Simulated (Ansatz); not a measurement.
**AlP₂H (singlet): the correlation ladder, cc-pVDZ**

Aim: climb from Hartree-Fock through coupled cluster for AlP₂H (singlet) at one geometry and basis, and see what each rung misses.

Computed with Ansatz 0.2.0, Gaussian basis. Level: cc-pVDZ, core rule «outside noble gas», up to 15 orbitals frozen.

The runs, in order: UHF; CCSD(T) on RHF; CCSD(T) on UHF; BCCD(T) on RHF; CISD; CCSDT(Q) on RHF; CCSDT(Q) on UHF.

30 further runs of the same task are left out: 4 for a known fault of the program, 9 that didn't finish, 17 set aside as unsound or not needed.

### 1 What is computed

The geometry is a PBE0/def2-TZVP stationary point (not a proven minimum) of the parent state, kept for this charge and spin.

4 atoms, charge 0, spin multiplicity 1.

Atoms are counted from 1 here; the program's logs count them from 0.

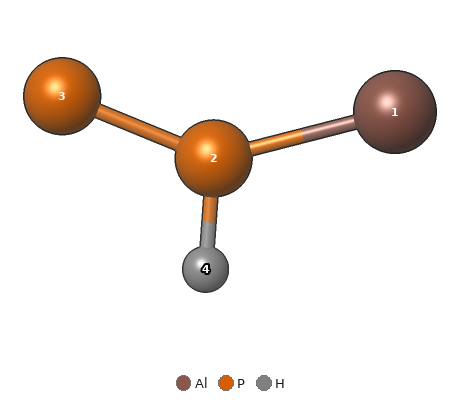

The structure; aluminium brown, phosphorus orange, hydrogen grey; atoms are numbered from 1 in the order of the file.

In the tables R marks a restricted determinant and U an unrestricted one; energies count from the table's Hartree-Fock row.

### 2 UHF

The input, in.yaml:

```yaml
crystal:
  periodic: [false, false, false]
  atoms:
    - {symbol: Al, position_ang: [0.000000, -0.262630, 2.268004]}
    - {symbol: P, position_ang: [0.000000, 0.435657, -0.007922]}
    - {symbol: P, position_ang: [0.000000, -0.267170, -1.966206]}
    - {symbol: H, position_ang: [0.000000, 1.852797, -0.047687]}
basis:
  gaussian: {orbitals: cc-pVDZ}
magnetization: {spin_polarized: true, initial_magnetization: 0}
hamiltonian: {xc: hf}
output: {orbitals: {seedname: orbitals}}
```

The run is started by

```
ansatz run in.yaml --threads 1 --pin off --events-out ev --progress --plain --max-ram 2393MiB
```

Output:

```text
Functional definition: HF
  name "HF"
  cite "Fock, Z. Phys. 61, 126 (1930) doi:10.1007/BF01340294"
  parent pbe
  exchange = exact_x
  correlation = 0
611 factors; integrals over basis functions are off by at most 1.2e-3 eV
mean field evaluation 1: about -25139.4290 eV, gradient 9.7e0 eV
mean field evaluation 2: about -25139.4496 eV, gradient 9.8e0 eV
mean field evaluation 4: about -25140.7596 eV, gradient 1.7e0 eV
mean field evaluation 8: about -25140.8325 eV, gradient 4.0e-3 eV
mean field evaluation 16: about -25140.8279 eV, gradient 3.4e-1 eV
mean field evaluation 32: about -25141.3438 eV, gradient 1.7e-5 eV
mean field evaluation 64: about -25141.3409 eV, gradient 5.5e-2 eV
mean field evaluation 96: about -25141.2371 eV, gradient 1.1e0 eV
mean field evaluation 128: about -25141.2712 eV, gradient 4.4e-1 eV
mean field evaluation 160: about -25132.4377 eV, gradient 1.0e1 eV
mean field evaluation 192: about -25141.2534 eV, gradient 3.1e-1 eV
mean field evaluation 224: about -25140.4386 eV, gradient 6.0e0 eV
mean field evaluation 256: about -25135.8333 eV, gradient 8.3e0 eV
mean field evaluation 288: about -25133.4592 eV, gradient 8.8e0 eV
mean field -25141.34376325 eV, -923.9273418844 hartree, gradient 9.6e-6 eV, S^2 0.957713; 10 other end points of the search recorded, 0 dependent functions left out
reference -25141.34376325 eV, -923.9273418844 hartree; 22, 22 occupied and 37, 37 virtual orbitals, 611 factors
Total energy: -25141.34376325 eV, -923.9273418844 hartree
```

Run time: 6 s. Hardware: 1 thread of Arm Neoverse V2, shared host.

From the report: ⟨S²⟩ of the determinant 0.958 (pure singlet: 0.00). The determinant is far from a pure spin state, so its energy mixes those of several spin states (harmless only where they are near-degenerate, as at dissociation).

The unrestricted solution breaks the spin symmetry, so the restricted determinant is unstable here.

### 3 CCSD(T) on RHF

in.yaml: that of step 2 with these lines changed.

```diff
@@ -9,4 +9,4 @@
   gaussian: {orbitals: cc-pVDZ}
-magnetization: {spin_polarized: true, initial_magnetization: 0}
-hamiltonian: {xc: hf}
-output: {orbitals: {seedname: orbitals}}
+magnetization: {spin_polarized: false}
+correlation: {method: ccsd_t, electrons: outside_noble_gas}
+output: {forces: true}
```

Same command.

Output, cut to the lines that bear on the results:

```text
Functional definition: HF
  name "HF"
  cite "Fock, Z. Phys. 61, 126 (1930) doi:10.1007/BF01340294"
  parent pbe
[...]
611 factors; integrals over basis functions are off by at most 1.2e-3 eV
[...]
mean field -25140.83253838 eV, -923.9085547171 hartree, gradient 1.4e-6 eV, S^2 0.000000; 9 other end points of the search recorded, 0 dependent functions left out; unrestricted orbitals would lower it
determinant -25140.83253838 eV, -923.9085547171 hartree, with singles and doubles -25149.22896879 eV, -924.2171178432 hartree
determinant -25139.05301787 eV, -923.8431585445 hartree, with singles and doubles -25147.48688864 eV, -924.1530975788 hartree
determinant -25129.99713561 eV, -923.5103610099 hartree, with singles and doubles -25138.09593295 eV, -923.8079863225 hartree
15 core orbitals not correlated: weight in the atoms' cores, before any rotation towards them, 1.000 or more for the frozen orbitals, at most 0.000 for the correlated occupied ones
reference -25140.83253838 eV, -923.9085547171 hartree; 7, 7 occupied and 37, 37 virtual orbitals, 611 factors
second order -7.20072856 eV of doubles, -0.00000000 eV of singles
cycle   1  -8.39614090 eV  change    2.9e-4 eV  update   3.0e-3
[...]
cycle  13  -8.39777590 eV  change    6.1e-8 eV  update   4.2e-7
perturbative correction -0.38771539 eV, -0.0142482777 hartree
[...]
Total energy: -25149.61802967 eV, -924.2314155671 hartree
Atom 0 at     0.000000    -0.262630     2.268004 Å, force     0.000000    -0.314501     0.571188 eV/Å
Atom 1 at     0.000000     0.435657    -0.007922 Å, force     0.000000    -0.009978    -1.828246 eV/Å
Atom 2 at     0.000000    -0.267170    -1.966206 Å, force    -0.000000    -0.199914     0.814974 eV/Å
Atom 3 at     0.000000     1.852797    -0.047687 Å, force    -0.000000     0.524393     0.442083 eV/Å
Dipole moment:     0.000000     0.090215     0.725960 e Å
```

Wall time 6 s (1 thread of Arm Neoverse V2, shared host).

From the report: correlation -8.7855 eV; T1 0.028; largest double amplitude 0.07.

### 4 CCSD(T) on UHF

in.yaml: that of step 3 with these lines changed.

```diff
@@ -9,3 +9,3 @@
   gaussian: {orbitals: cc-pVDZ}
-magnetization: {spin_polarized: false}
+magnetization: {spin_polarized: true, initial_magnetization: 0}
 correlation: {method: ccsd_t, electrons: outside_noble_gas}
```

Launched as before.

Output, cut to the lines that bear on the results:

```text
Functional definition: HF
  name "HF"
  cite "Fock, Z. Phys. 61, 126 (1930) doi:10.1007/BF01340294"
  parent pbe
[...]
611 factors; integrals over basis functions are off by at most 1.2e-3 eV
[...]
mean field -25141.34376325 eV, -923.9273418844 hartree, gradient 9.2e-8 eV, S^2 0.957715; 24 other end points of the search recorded, 0 dependent functions left out
determinant -25141.34376325 eV, -923.9273418844 hartree, with singles and doubles -25149.29176760 eV, -924.2194256570 hartree
determinant -25141.26236763 eV, -923.9243506506 hartree, with singles and doubles -25149.12678301 eV, -924.2133625851 hartree
determinant -25140.09711949 eV, -923.8815285715 hartree, with singles and doubles -25147.28065502 eV, -924.1455186329 hartree
determinant -25138.86881790 eV, -923.8363893206 hartree, with singles and doubles -25147.40536679 eV, -924.1501017059 hartree
[...]
reference -25141.34376325 eV, -923.9273418844 hartree; 7, 7 occupied and 37, 37 virtual orbitals, 611 factors
second order -6.62284622 eV of doubles, -0.00000000 eV of singles
cycle   1  -7.96159872 eV  change   -1.6e-6 eV  update   2.9e-6
[...]
cycle  21  -7.96160042 eV  change   -1.6e-9 eV  update   2.1e-8
perturbative correction -0.35580670 eV, -0.0130756549 hartree
[...]
the multipliers restart with 30 DIIS vectors
Total energy: -25149.66117036 eV, -924.2330009581 hartree
Atom 0 at     0.000000    -0.262630     2.268004 Å, force     0.000000    -0.207413     0.396965 eV/Å
Atom 1 at     0.000000     0.435657    -0.007922 Å, force     0.000000     0.086025    -0.736611 eV/Å
Atom 2 at     0.000000    -0.267170    -1.966206 Å, force    -0.000000    -0.272202     0.074902 eV/Å
Atom 3 at     0.000000     1.852797    -0.047687 Å, force    -0.000000     0.393590     0.264744 eV/Å
Dipole moment:    -0.000000     0.077170     0.557902 e Å
```

It took 81 s on 1 thread of Arm Neoverse V2, shared host; peak memory 0.25 GiB.

From the report: ⟨S²⟩ of the determinant 0.958 (pure singlet: 0.00); correlation -8.3174 eV; T1 0.060; largest double amplitude 0.05. The determinant is far from a pure spin state, so its energy mixes those of several spin states (harmless only where they are near-degenerate, as at dissociation).

### 5 BCCD(T) on RHF

in.yaml: that of step 4 with these lines changed.

```diff
@@ -9,4 +9,3 @@
   gaussian: {orbitals: cc-pVDZ}
-magnetization: {spin_polarized: true, initial_magnetization: 0}
-correlation: {method: ccsd_t, electrons: outside_noble_gas}
-output: {forces: true}
+magnetization: {spin_polarized: false}
+correlation: {method: bccd_t, electrons: outside_noble_gas}
```

Launched as before.

Output, cut to the lines that bear on the results:

```text
Functional definition: HF
  name "HF"
  cite "Fock, Z. Phys. 61, 126 (1930) doi:10.1007/BF01340294"
  parent pbe
[...]
611 factors; integrals over basis functions are off by at most 1.2e-3 eV
[...]
mean field -25140.83253838 eV, -923.9085547171 hartree, gradient 1.4e-6 eV, S^2 0.000000; 9 other end points of the search recorded, 0 dependent functions left out; unrestricted orbitals would lower it
determinant -25140.83253838 eV, -923.9085547171 hartree, with singles and doubles -25149.22896879 eV, -924.2171178432 hartree
determinant -25139.05301787 eV, -923.8431585445 hartree, with singles and doubles -25147.48688864 eV, -924.1530975788 hartree
determinant -25129.99713561 eV, -923.5103610099 hartree, with singles and doubles -25138.09593295 eV, -923.8079863225 hartree
15 core orbitals not correlated: weight in the atoms' cores, before any rotation towards them, 1.000 or more for the frozen orbitals, at most 0.000 for the correlated occupied ones
reference -25140.83253838 eV, -923.9085547171 hartree; 7, 7 occupied and 37, 37 virtual orbitals, 611 factors
second order -7.20072856 eV of doubles, -0.00000000 eV of singles
cycle   1  -8.36887834 eV  change    2.8e-2 eV  update   1.4e-2
[...]
cycle  11  -8.37079525 eV  change    3.9e-6 eV  update   8.0e-6
perturbative correction -0.41759315 eV, -0.0153462652 hartree
Total energy: -25149.62092678 eV, -924.2315220338 hartree
```

Wall time 4.2 s (1 thread of Arm Neoverse V2, shared host).

From the report: correlation -8.7884 eV; largest double amplitude 0.07.

### 6 CISD

in.yaml: that of step 5 with these lines changed.

```diff
@@ -9,3 +9,2 @@
   gaussian: {orbitals: cc-pVDZ}
-magnetization: {spin_polarized: false}
-correlation: {method: bccd_t, electrons: outside_noble_gas}
+correlation: {active_space: {ras: {orbitals: [7, 0, 37], electrons: 14, max_holes: 2, max_particles: 2}, fixed_orbitals: true}}
```

Launched as before.

Output:

```text
Functional definition: HF
  name "HF"
  cite "Fock, Z. Phys. 61, 126 (1930) doi:10.1007/BF01340294"
  parent pbe
  exchange = exact_x
  correlation = 0
611 factors; integrals over basis functions are off by at most 1.2e-3 eV
mean field evaluation 1: about -25139.4290 eV, gradient 1.4e1 eV
mean field evaluation 2: about -25139.4496 eV, gradient 1.4e1 eV
mean field evaluation 4: about -25140.7596 eV, gradient 2.3e0 eV
mean field evaluation 8: about -25140.8319 eV, gradient 1.9e-1 eV
mean field evaluation 16: about -25115.5810 eV, gradient 3.5e1 eV
mean field evaluation 32: about -25128.9573 eV, gradient 1.4e1 eV
mean field evaluation 64: about -25139.2202 eV, gradient 1.4e0 eV
mean field evaluation 96: about -25140.6800 eV, gradient 2.0e0 eV
mean field evaluation 128: about -25139.4293 eV, gradient 1.4e1 eV
mean field -25140.83253838 eV, -923.9085547171 hartree, gradient 1.4e-6 eV, S^2 0.000000; 9 other end points of the search recorded, 0 dependent functions left out
reference -25140.83253838 eV, -923.9085547171 hartree; 22, 22 occupied and 37, 37 virtual orbitals, 611 factors
state -25148.10209603 eV, -924.1757060331 hartree
Total energy: -25148.10209603 eV, -924.1757060331 hartree
```

Wall time 3.8 s (1 thread of Arm Neoverse V2, shared host).

From the report: 50,558 determinants.

### 7 CCSDT(Q) on RHF

in.yaml: that of step 6 with these lines changed.

```diff
@@ -9,2 +9,3 @@
   gaussian: {orbitals: cc-pVDZ}
-correlation: {active_space: {ras: {orbitals: [7, 0, 37], electrons: 14, max_holes: 2, max_particles: 2}, fixed_orbitals: true}}
+magnetization: {spin_polarized: false}
+correlation: {method: ccsdt_q, electrons: outside_noble_gas}
```

Launched as before.

Output, cut to the lines that bear on the results:

```text
Functional definition: HF
  name "HF"
  cite "Fock, Z. Phys. 61, 126 (1930) doi:10.1007/BF01340294"
  parent pbe
[...]
1126 factors; integrals over basis functions are off by at most 2.0e-7 eV
[...]
mean field -25140.83259786 eV, -923.9085569030 hartree, gradient 1.5e-6 eV, S^2 0.000000; 9 other end points of the search recorded, 0 dependent functions left out; unrestricted orbitals would lower it
determinant -25140.83259786 eV, -923.9085569030 hartree, with singles and doubles -25149.22904162 eV, -924.2171205198 hartree
determinant -25139.05307265 eV, -923.8431605576 hartree, with singles and doubles -25147.48696774 eV, -924.1531004855 hartree
determinant -25129.99722053 eV, -923.5103641304 hartree, with singles and doubles -25138.09604534 eV, -923.8079904528 hartree
15 core orbitals not correlated: weight in the atoms' cores, before any rotation towards them, 1.000 or more for the frozen orbitals, at most 0.000 for the correlated occupied ones
reference -25140.83259786 eV, -923.9085569030 hartree; 7, 7 occupied and 37, 37 virtual orbitals, 1126 factors
second order -7.20077864 eV of doubles, -0.00000000 eV of singles
cycle   1  -7.90758899 eV  change   -7.1e-1 eV  update   1.3e-1
[...]
cycle  25  -8.83039040 eV  change   -1.1e-6 eV  update   1.3e-6
perturbative correction -0.04232005 eV, -0.0015552331 hartree
Total energy: -25149.70530831 eV, -924.2346229979 hartree
```

It took 24 s on 1 thread of Arm Neoverse V2, shared host; peak memory 0.3 GiB.

From the report: correlation -8.8727 eV; T1 0.032; largest double amplitude 0.09.

### 8 CCSDT(Q) on UHF

in.yaml: that of step 7 with these lines changed.

```diff
@@ -9,3 +9,3 @@
   gaussian: {orbitals: cc-pVDZ}
-magnetization: {spin_polarized: false}
+magnetization: {spin_polarized: true, initial_magnetization: 0}
 correlation: {method: ccsdt_q, electrons: outside_noble_gas}
```

The command is unchanged.

Output, cut to the lines that bear on the results:

```text
Functional definition: HF
  name "HF"
  cite "Fock, Z. Phys. 61, 126 (1930) doi:10.1007/BF01340294"
  parent pbe
[...]
1126 factors; integrals over basis functions are off by at most 2.0e-7 eV
[...]
mean field -25141.34382995 eV, -923.9273443359 hartree, gradient 1.1e-7 eV, S^2 0.957721; 23 other end points of the search recorded, 0 dependent functions left out
determinant -25141.34382995 eV, -923.9273443359 hartree, with singles and doubles -25149.29184294 eV, -924.2194284259 hartree
determinant -25141.26243750 eV, -923.9243532185 hartree, with singles and doubles -25149.12686070 eV, -924.2133654402 hartree
determinant -25140.09720183 eV, -923.8815315972 hartree, with singles and doubles -25147.28072828 eV, -924.1455213250 hartree
determinant -25138.72691661 eV, -923.8311745442 hartree, with singles and doubles -25146.40337401 eV, -924.1132791505 hartree
[...]
determinant -25140.83259786 eV, -923.9085569030 hartree, with singles and doubles -25149.22934133 eV, -924.2171315340 hartree
determinant -25139.05307265 eV, -923.8431605576 hartree, with singles and doubles -25147.48746070 eV, -924.1531186015 hartree
15 core orbitals not correlated: weight in the atoms' cores, before any rotation towards them, 1.000 or more for the frozen orbitals, at most 0.000 for the correlated occupied ones
reference -25141.34382995 eV, -923.9273443359 hartree; 7, 7 occupied and 37, 37 virtual orbitals, 1126 factors
second order -6.62287807 eV of doubles, -0.00000000 eV of singles
cycle   1  -7.39864286 eV  change   -7.8e-1 eV  update   1.3e-1
[...]
cycle  42  -8.41254148 eV  change   -6.9e-7 eV  update   9.6e-7
perturbative correction -0.05874599 eV, -0.0021588752 hartree
WARN: the results are in doubt because among natural orbitals the method converges to other amplitudes
Total energy: -25149.81511742 eV, -924.2386584083 hartree
In doubt: among natural orbitals the method converges to other amplitudes
```

It took 5.3 min on 1 thread of Arm Neoverse V2, shared host; peak memory 0.8 GiB.

From the report: ⟨S²⟩ of the determinant 0.958 (pure singlet: 0.00); correlation -8.4713 eV; T1 0.039; largest double amplitude 0.16. The determinant is far from a pure spin state, so its energy mixes those of several spin states (harmless only where they are near-degenerate, as at dissociation). The program marks this result as in doubt; its last lines say why.

### 9 The ladder

No level here is safe as a reference; RCCSDT(Q) serves as a yardstick only. Rows without a time come out of other runs: HF, MP2 and CCSD of CCSD(T), CCSDT of CCSDT(Q). The times of RCCSD(T), UCCSD(T) include forces.

Differences are taken before rounding.

```
   method  energy from the lowest RHF (kcal/mol)  from RCCSDT(Q) (kcal/mol)     time
      RHF                                   0.00                    +204.61         
      UHF                                 -11.79                    +192.82         
     RMP2                                -166.05                     +38.56         
     UMP2                                -164.52                     +40.10         
     CISD                                -167.64                     +36.97    3.8 s
    RCCSD                                -193.66                     +10.95         
    UCCSD                                -195.39                      +9.22         
 RCCSD(T)                                -202.60                      +2.01      6 s
 UCCSD(T)                                -203.59                      +1.02     81 s
  BCCD(T)                                -202.67                      +1.95    4.2 s
   RCCSDT                                -203.64                      +0.98         
   UCCSDT                                -205.79                      -1.18         
RCCSDT(Q)                                -204.61                          0     24 s
UCCSDT(Q)                                -207.14                      -2.53  5.3 min
```

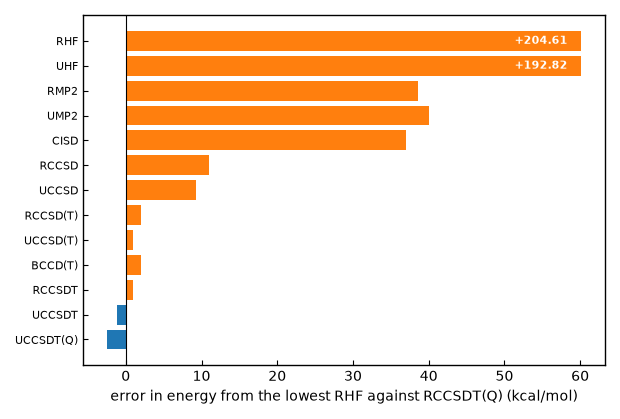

How far each level lands from RCCSDT(Q). Bars with a number in them are cut short.

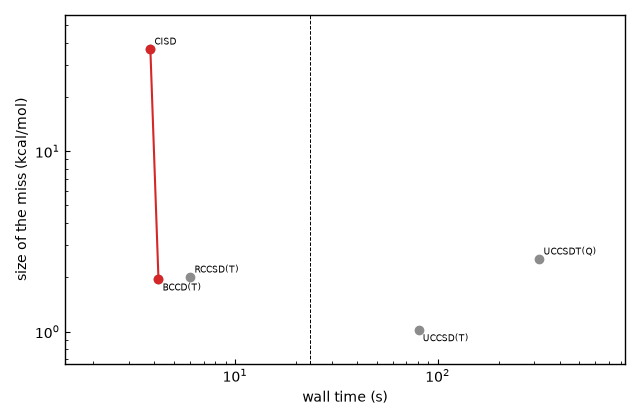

Accuracy for the time spent; red marks the levels that beat every quicker one drawn (of those quicker than the yardstick), and the dashed line is the time of RCCSDT(Q). Times are from a shared host.

The program flags UCCSDT(Q) as in doubt (see the logs), so those rows may rest on another solution; read them beside their warnings.

### 10 Outcome

| quantity | value |
| --- | --- |
| RCCSDT(Q) below the RHF energy | -8.8728 eV |
| RMP2 from RCCSDT(Q) | +38.56 kcal/mol |
| UMP2 from RCCSDT(Q) | +40.10 kcal/mol |
| RCCSD from RCCSDT(Q) | +10.95 kcal/mol |
| RCCSD(T) from RCCSDT(Q) | +2.01 kcal/mol |
| UCCSD(T) from RCCSDT(Q) | +1.02 kcal/mol |
| UCCSDT(Q) from RCCSDT(Q) | -2.53 kcal/mol |
| T1 diagnostic | 0.028 |

RCCSD(T) misses by +2.01 kcal/mol, 1.0 % of the correlation energy. CCSD(T) misses by +2.01 kcal/mol on the restricted determinant and by +1.02 kcal/mol on the unrestricted one; the two need not hold the same state or core. Warnings: restricted reference is unstable; spin contamination; large T1 diagnostic.
